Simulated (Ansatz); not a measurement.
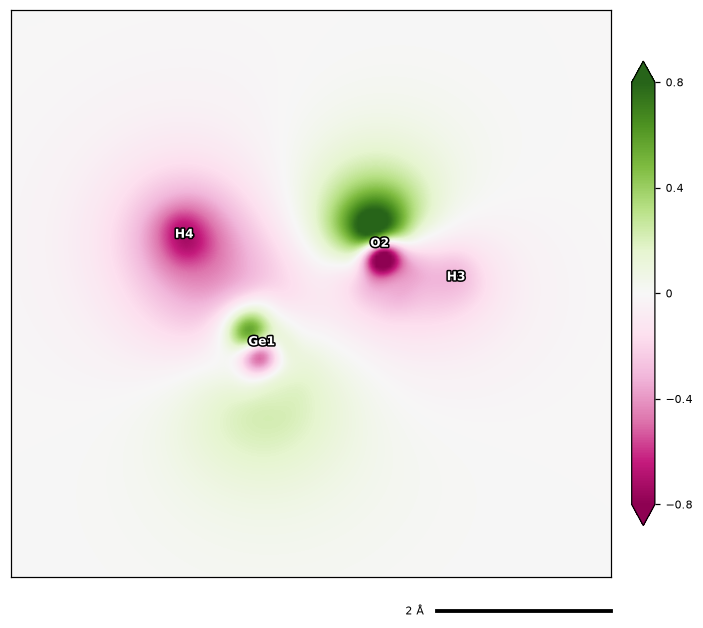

The picture shows: GeH$_{4}$O. The HOMO−1 on the plane of atoms Ge1, O2 and H3 (values in Å⁻³ᐟ²; the overall sign is arbitrary).

Not at a stationary point (largest force 1.2 eV/Å).

The calculation used Ansatz, RKS PBE0-D4/def2-mTZVP.

```xyz
6

Ge    0.2144   -0.0097    0.0142
O     0.7188   -0.0963    1.7079
H     0.0182   -0.1973    2.3606
H     1.7057    0.0346   -0.3146
H    -0.5702    1.2631   -0.3637
H    -0.5137   -1.2758   -0.4780
```

Describe this orbital and give its energy.

Answer. Its weight (Hirshfeld) is mainly on Ge1 (about 30 %), H4 (about 25 %), O2 (about 25 %) and H6 (about 10 %). Its energy is −9.18 eV.
